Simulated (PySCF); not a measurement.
# C2H6GeO2 (SMILES CC(=O)[O][GeH3]): B3LYP/6-31G(d) (spherical functions)

Aim: the vertical singlet–triplet gap of C2H6GeO2 at B3LYP/6-31G* (spherical functions), from 2 runs. Input form: a Python script.

Program for the calculation: PySCF 2.14.0.

## 1. The molecule

The species is C2H6GeO2 (11 atoms), meant as a singlet with charge 0. As SMILES, `CC(=O)[O][GeH3]`. Geometry: relaxed at PBE0-D4/def2-TZVP. This is one conformer, not always the lowest.

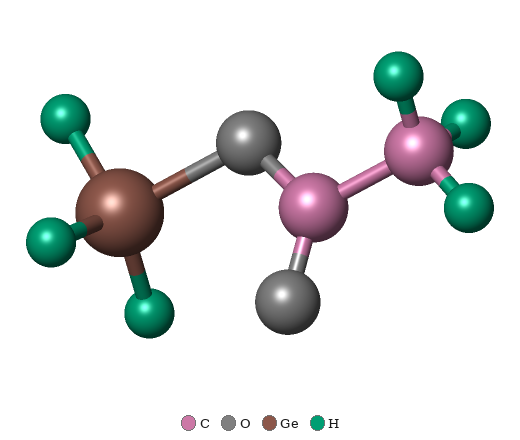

The structure, seen from a chosen angle (carbon pink, oxygen grey, germanium brown, hydrogen teal).

## 2. The energy at B3LYP/6-31G(d) (spherical functions)

Contents of job.py:

```python
from pyscf import gto, dft

mol = gto.Mole()
mol.atom = [
    ('C', (-0.090500, -1.581400, 1.218900)),
    ('C', (-0.290500, -0.567800, 0.135400)),
    ('O', (-1.119200, -0.650000, -0.741100)),
    ('O', (0.544500, 0.461500, 0.221700)),
    ('Ge', (0.290200, 1.698200, -1.108100)),
    ('H', (-0.791500, -2.402600, 1.093700)),
    ('H', (0.935500, -1.952900, 1.189100)),
    ('H', (-0.234400, -1.109000, 2.192400)),
    ('H', (-1.116600, 2.283800, -0.984700)),
    ('H', (1.370900, 2.720600, -0.735600)),
    ('H', (0.566700, 1.042700, -2.461200)),
]
mol.spin = 0
mol.charge = 0
mol.basis = '6-31g*'
mol.max_memory = 1860
mol.verbose = 3
mol.build()

mf = dft.RKS(mol, xc='b3lyp')
mf.grids.level = 5
mf.conv_tol = 1e-10
mf.kernel()
if not mf.converged:
    mf = mf.newton().run(mf.mo_coeff, mf.mo_occ)

energy = mf.e_tot
print(f'total energy: {energy:.8f} hartree')
```

Run with:

```console
$ OMP_NUM_THREADS=1 python job.py
```

Log:

```text
converged SCF energy = -2307.05507480315
total energy: -2307.05507480 hartree
```

Wall time 36 s (1 thread of Arm Neoverse V1, shared host); peak memory 0.53 GiB.

## 3. The triplet, same level

Contents of job.py:

```python
from pyscf import gto, dft

system = gto.Mole()
system.atom = '''
C       -0.090500      -1.581400       1.218900
C       -0.290500      -0.567800       0.135400
O       -1.119200      -0.650000      -0.741100
O        0.544500       0.461500       0.221700
Ge       0.290200       1.698200      -1.108100
H       -0.791500      -2.402600       1.093700
H        0.935500      -1.952900       1.189100
H       -0.234400      -1.109000       2.192400
H       -1.116600       2.283800      -0.984700
H        1.370900       2.720600      -0.735600
H        0.566700       1.042700      -2.461200
'''
system.spin = 2
system.max_memory = 1860
system.charge = 0
system.verbose = 3
system.basis = '6-31g*'
system.build()

mf = dft.UKS(system)
mf.xc = 'b3lyp'
mf.conv_tol = 1e-10
mf.grids.level = 5
mf.kernel()
if not mf.converged:
    mf = mf.newton().run(mf.mo_coeff, mf.mo_occ)

energy = mf.e_tot
print('E = %.10f Eh' % energy)
```

Run with:

```console
$ OMP_NUM_THREADS=1 python job.py
```

Log:

```text
WARN: HOMO -0.0682523176897218 >= LUMO -0.352992451760479

WARN: HOMO -0.0347931804796948 >= LUMO -0.226656884026437

WARN: HOMO -0.0282737182672537 >= LUMO -0.162137621136736

WARN: HOMO -0.0393357758542101 >= LUMO -0.20071674310061

WARN: HOMO -0.0471892769556401 >= LUMO -0.198564321898124

WARN: HOMO -0.0698125448297851 >= LUMO -0.188494922187172

WARN: HOMO -0.0717782290669668 >= LUMO -0.188699226764352

WARN: HOMO -0.0742877377879281 >= LUMO -0.191258880072348

WARN: HOMO -0.0744096913813728 >= LUMO -0.191814494085932

WARN: HOMO -0.0743678764794309 >= LUMO -0.192443335815343

WARN: HOMO -0.0743913601274349 >= LUMO -0.192657765406461

WARN: HOMO -0.0743616294985148 >= LUMO -0.192651255639551

WARN: HOMO -0.0743510574047153 >= LUMO -0.192644203342973

WARN: HOMO -0.0743516037152929 >= LUMO -0.192642258034494

WARN: HOMO -0.0743511637634988 >= LUMO -0.192641044934406

WARN: HOMO -0.0743517466418102 >= LUMO -0.192641464400496

WARN: HOMO -0.0743511591235286 >= LUMO -0.192640350228153

converged SCF energy = -2306.85507495754  <S^2> = 2.0053048  2S+1 = 3.0035345
E = -2306.8550749575 Eh
```

It took 92 s on 1 thread of Arm Neoverse V1, shared host; peak memory 0.56 GiB.

## 4. What came out

At B3LYP/6-31G* (spherical functions):

```
                                        quantity           value
                           singlet: total energy  -2307.05507 Eh
                          singlet: dipole moment          1.38 D
                            singlet: HOMO energy        -7.39 eV
                            singlet: LUMO energy         0.03 eV
                          singlet: HOMO–LUMO gap         7.42 eV
                           triplet: total energy  -2306.85507 Eh
                          triplet: dipole moment          0.77 D
     triplet: HOMO energy (highest over α and β)        -2.02 eV
                                   triplet: ⟨S²⟩           2.005
vertical energy of the triplet above the singlet        5.442 eV
```

At this shape the triplet lies 5.44 eV (525 kJ/mol) above the singlet. Mulliken charges (singlet) run from -0.52 on C1 to +0.60 on C2; they depend strongly on the basis. Mulliken charges (triplet) run from -0.50 on O4 to +0.43 on C2; they depend strongly on the basis.
